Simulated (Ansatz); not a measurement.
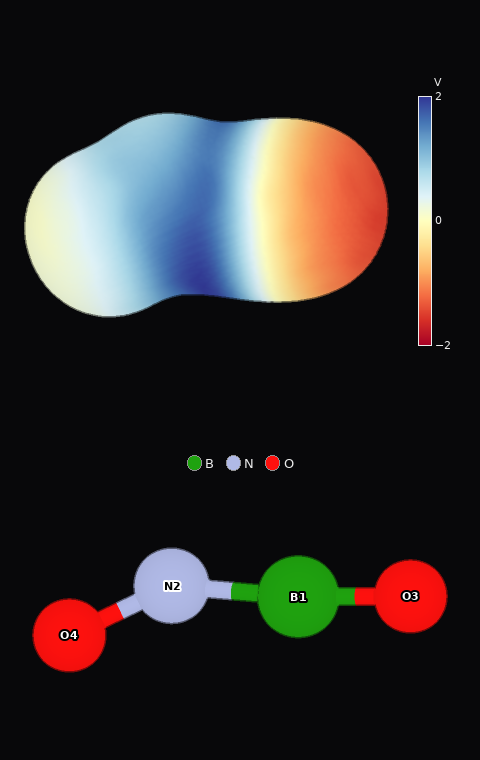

The picture shows: BNO2 (SMILES O=BN=O) (triplet). The electrostatic potential painted on the density surface at 0.002 e/bohr³, seen at a tilt; red is negative and blue positive. The bare structure is drawn below in the same view.

Geometry: PBE0-D3(BJ)/def2-SVP.

All numbers below come from isolated molecule in a Gaussian basis; Kohn-Sham density functional theory, functional PBE0 in Ansatz 0.2.0.

Question: Where is the surface potential most negative and most positive?

Answer: The most negative region (about −1.5 V) lies over O3, the most positive (about +1.9 V) over B1. O3 is the likeliest acceptor of a hydrogen bond.

Question: How polar is the molecule by this calculation?

Answer: Its dipole moment is 1.97 D.
